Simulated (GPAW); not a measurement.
# Work function of 1T-SiSSe monolayer at several levels, part 2 of 2

Wanted: work functions and dipole of 1T-SiSSe monolayer, with the cost of each level. Where a layer proves gapped, the work function hangs on where the smearing puts the Fermi level, and the band edges take its place.

GPAW 26.7.0; GPAW, PAW setups; layer in a repeated cell with vacuum, relaxation of atoms and in-plane cell (the session's first sound run).

So far, upper work function (eV): step 3 (plane waves, PBE) 5.63; step 5 (RPBE) 5.52; step 6 (LDA) 5.89; step 7 (revPBE) 5.52; step 8 (GPAW, PAW setups) 6.00.

## Step 9: Real-space grid: mode = "fd"

Level of this step: GPAW, PAW setups; slab in vacuum (GPAW).

A real-space grid is a second complete basis, so it checks the plane-wave result.

Input file run.py:

```python
import json
import numpy as np
from ase import Atoms
from gpaw import GPAW

slab = Atoms(
    ['Se', 'Si', 'S'],
    positions=[
        [1.70481, 0.98427, 8.00000],
        [-0.00000, 0.00000, 9.45658],
        [-0.00000, 1.96854, 10.76174]],
    cell=[[3.40961, -0.0, 0.0], [-1.70481, 2.95282, 0.0], [0.0, 0.0, 18.7617]],
    pbc=[True, True, False])

slab.calc = GPAW(mode='fd', h=0.18, xc='PBE', kpts={'size': (9, 9, 1), 'gamma': True},
                 occupations={'name': 'fermi-dirac', 'width': 0.05}, nbands='200%',
                 convergence={'density': 1e-05}, maxiter=200,
                 poissonsolver={'dipolelayer': 'xy'},
                 symmetry={'tolerance': 1e-3}, txt='slab.txt')
result = {}
energy = slab.get_potential_energy()
fermi = slab.calc.get_fermi_level()
v = slab.calc.get_electrostatic_potential().mean((0, 1)) - fermi
n = slab.calc.get_pseudo_density().mean((0, 1))
L = slab.cell[2, 2]
z = np.arange(len(v)) * L / len(v)
low, high = slab.positions[:, 2].min(), slab.positions[:, 2].max()
below, above = np.interp([low - 5.8, high + 5.8], z, v)
slopes = [np.interp(x, z, np.gradient(v, z)) for x in (low - 5.8, high + 5.8)]
eps = np.array([[slab.calc.get_eigenvalues(k, s) for k in range(len(slab.calc.get_ibz_k_points()))]
                for s in range(slab.calc.get_number_of_spins())]) - fermi
top, bottom = eps[eps < 0].max(), eps[eps > 0].min()
dipole = slab.get_dipole_moment()[2]
print(f'energy {energy:.4f} eV, Fermi level {fermi:.4f} eV, dipole {dipole:.5f} e A')
print(f'potential 5.8 A off the faces, from the Fermi level: lower {below:.4f} eV, upper {above:.4f} eV')
print(f'slope of the potential there: lower {slopes[0]:.5f}, upper {slopes[1]:.5f} eV/A')
print(f'nearest levels on the mesh: {top:.4f} and {bottom:.4f} eV')
print('magnetic moment', round(slab.get_magnetic_moment(), 3))
result.update(energy=energy, fermi=fermi, dipole=dipole, below=below, above=above, slopes=slopes, edges=[top, bottom],
              z=z.tolist(), v=v.tolist(), n=n.tolist(), positions=slab.positions.tolist(),
              forces=slab.get_forces(apply_constraint=False).tolist(), moments=slab.get_magnetic_moments().tolist())
json.dump(result, open('result.json', 'w'))
```

Command:

```console
$ OMP_NUM_THREADS=1 OPENBLAS_NUM_THREADS=1 python run.py
```

The program printed:

```text
energy -14.1296 eV, Fermi level -5.4615 eV, dipole -0.01876 e A
potential 5.8 A off the faces, from the Fermi level: lower 5.2928 eV, upper 5.6301 eV
slope of the potential there: lower -0.00000, upper 0.00000 eV/A
nearest levels on the mesh: -0.3870 and 0.3790 eV
magnetic moment 0.0
```

Run time: 33 s. Hardware: 1 thread of Arm Neoverse V2, shared host; peak memory 0.29 GiB.

This step gave:

```yaml
dipole_along_the_normal: -0.01876 e·Å
levels_nearest_the_fermi_level_on_the_mesh: -0.3870, 0.3790 eV from the Fermi level
upper_work_function: 5.630 eV
lower_work_function: 5.293 eV
upper_ionisation_energy: 6.017 eV
```

Electrostatic potential energy of an electron (without an applied field's), less the Fermi level, planar mean against z:

```csv
z (Å),"electrostatic potential energy of an electron (without an applied field's), less the Fermi level, planar mean (eV)"
0,5.46
1,5.29
2,5.29
3,5.29
4,5.29
5,5.29
6,5.16
7,2.66
8,-18.9
9,-7.34
10,-7.06
11,-11.3
12,4.67
13,5.59
14,5.63
15,5.63
16,5.63
17,5.63
18,5.63
```

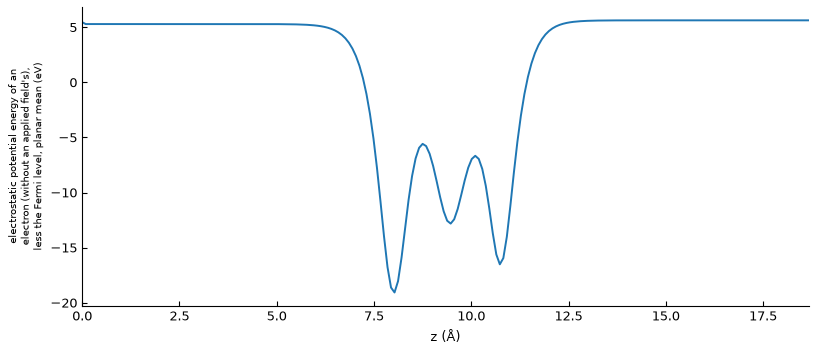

Electrostatic potential energy of an electron (without an applied field's), less the Fermi level, planar mean against z.

The highest filled level lies 0.387 eV under the Fermi level, so the ionisation energy from the upper face is 5.630 + 0.387 = 6.017 eV, against 6.018 eV in the base run.

## Step 10: Atomic orbitals: mode = "lcao"

Atom-centred orbitals end a few angstrom from the surface, which tests how much the density's tail matters.

Changes to run.py since step 9:

```diff
@@ -14,4 +14,4 @@
 
-slab.calc = GPAW(mode='fd', h=0.18, xc='PBE', kpts={'size': (9, 9, 1), 'gamma': True},
-                 occupations={'name': 'fermi-dirac', 'width': 0.05}, nbands='200%',
+slab.calc = GPAW(mode='lcao', basis='dzp', h=0.18, xc='PBE', kpts={'size': (9, 9, 1), 'gamma': True},
+                 occupations={'name': 'fermi-dirac', 'width': 0.05}, nbands='120%',
                  convergence={'density': 1e-05}, maxiter=200,
```

The program printed:

```text
energy -13.5655 eV, Fermi level -5.2334 eV, dipole -0.02037 e A
potential 5.8 A off the faces, from the Fermi level: lower 5.0504 eV, upper 5.4165 eV
slope of the potential there: lower 0.00000, upper 0.00000 eV/A
nearest levels on the mesh: -0.4292 and 0.4227 eV
magnetic moment 0.0
```

Run time: 19 s. Hardware: 1 thread; peak memory 0.22 GiB.

Numbers from this step:

- dipole along the normal: -0.02037 e·Å
- levels nearest the Fermi level on the mesh: -0.4292, 0.4227 eV from the Fermi level
- upper work function: 5.417 eV
- lower work function: 5.050 eV
- upper ionisation energy: 5.846 eV

Electrostatic potential energy of an electron (without an applied field's), less the Fermi level, planar mean against z:

```csv
z (Å),"electrostatic potential energy of an electron (without an applied field's), less the Fermi level, planar mean (eV)"
0,5.23
1,5.05
2,5.05
3,5.05
4,5.05
5,5.05
6,5.00
7,2.64
8,-19.0
9,-7.53
10,-7.24
11,-11.4
12,4.63
13,5.41
14,5.42
15,5.42
16,5.42
17,5.42
18,5.42
```

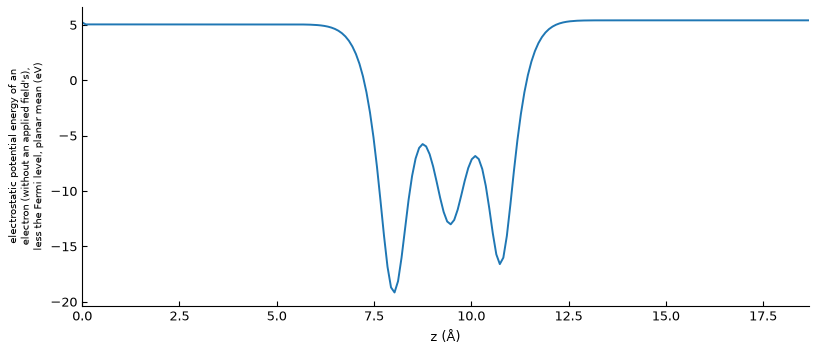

Electrostatic potential energy of an electron (without an applied field's), less the Fermi level, planar mean against z.

The highest filled level lies 0.429 eV under the Fermi level, so the ionisation energy from the upper face is 5.417 + 0.429 = 5.846 eV, against 6.018 eV in the base run.

## Step 11: The ladder

Times are for 1 thread of Arm Neoverse V2, shared host. The series side by side:

```csv
no.,run,upper ionisation energy (eV),time,memory (GiB)
1,pw,6.018,10 s,0.17
2,optPBE vdW,6.258,17 s,0.29
3,RPBE,5.940,10 s,0.17
4,LDA,6.228,9.8 s,0.17
5,revPBE,5.934,10 s,0.17
6,vdW DF2,6.420,17 s,0.29
7,fd,6.017,33 s,0.29
8,lcao,5.846,19 s,0.22
```

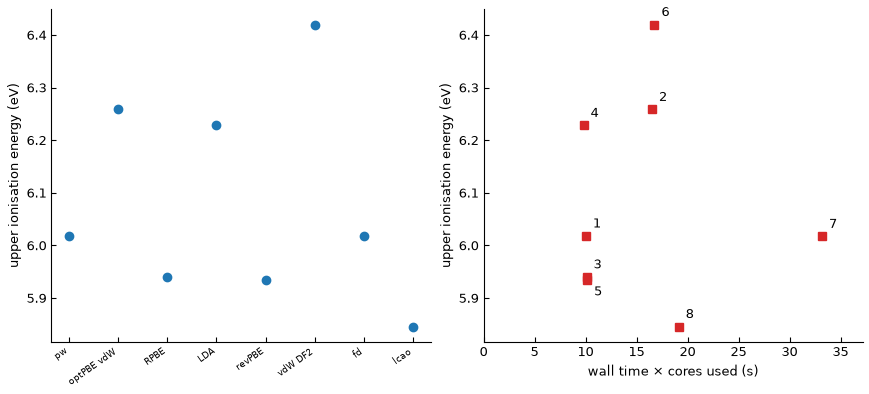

The series as plots; the last panel sets the first result against cost, with the runs numbered as in the table.

## Step 12: Side by side

Results and costs are gathered.

This step: comparison of work functions, dipole and cost (GPAW 26.7.0).

Ladder, by row:

```csv
step,code,"work function, upper (eV)","work function, lower (eV)",dipole (e Å),wall time (s),peak memory (GiB),threads
pw,GPAW,5.631,5.293,-0.01873,10.04,0.17,1
optPBE-vdW,GPAW,5.836,5.486,-0.01944,16.52,0.29,1
RPBE,GPAW,5.517,5.167,-0.01939,10.1,0.17,1
LDA,GPAW,5.894,5.595,-0.01655,9.81,0.17,1
revPBE,GPAW,5.519,5.174,-0.0191,10.15,0.17,1
vdW-DF2,GPAW,6.001,5.617,-0.02129,16.76,0.29,1
fd,GPAW,5.63,5.293,-0.01876,33.19,0.29,1
lcao,GPAW,5.417,5.05,-0.02037,19.14,0.22,1
```

## Step 13: Results

- work function, upper and lower face (Fermi level placed in the gap by the smearing): 5.631 and 5.293 eV
- ionisation energy from the upper face (highest filled level on the mesh): 6.02 eV
- electron affinity from the upper face (lowest empty Kohn-Sham level on the mesh): 5.25 eV
- dipole along the normal: -0.0187 e Å

**Reading.** With plane waves and PBE the ionisation energy from the upper face is 6.02 eV and the Kohn-Sham electron affinity 5.25 eV. The two faces differ by 0.34 eV, the step that the slab's dipole makes (e p/(ε0 A) gives 0.34 eV), so the dipole layer is needed. The levels nearest the Fermi level on the mesh lie 0.766 eV apart, so the slab is gapped there: the smearing puts the Fermi level inside the gap, and from either face the ionisation energy is the work function plus 0.39 eV. Both are Kohn-Sham levels on the mesh, and semilocal gaps are too small, so the affinity tends to come out too large and the ionisation energy too small. Work functions of a gapped slab move with the place of the Fermi level in the gap; over the runs without a planted fault the highest filled level on the mesh lies 5.85 (lcao) to 6.42 eV (vdW-DF2) under the upper vacuum level. The relaxation of atoms and cell ran in a fully periodic cell without the dipole layer, so the atoms of this polar layer felt a small spurious field. The layer's cell and atoms come from the relaxation; spin-orbit coupling and temperature are left out.

[Logs are printed without paths, hosts, clocks, repeated set-up lines and the standing remarks that a program may print on its own settings, such as how far it seeks lower states.]

[Hosts, paths, dates, database ids (printed as entryN), source tags and the programs' standing remarks are cut or masked in the printed files.]
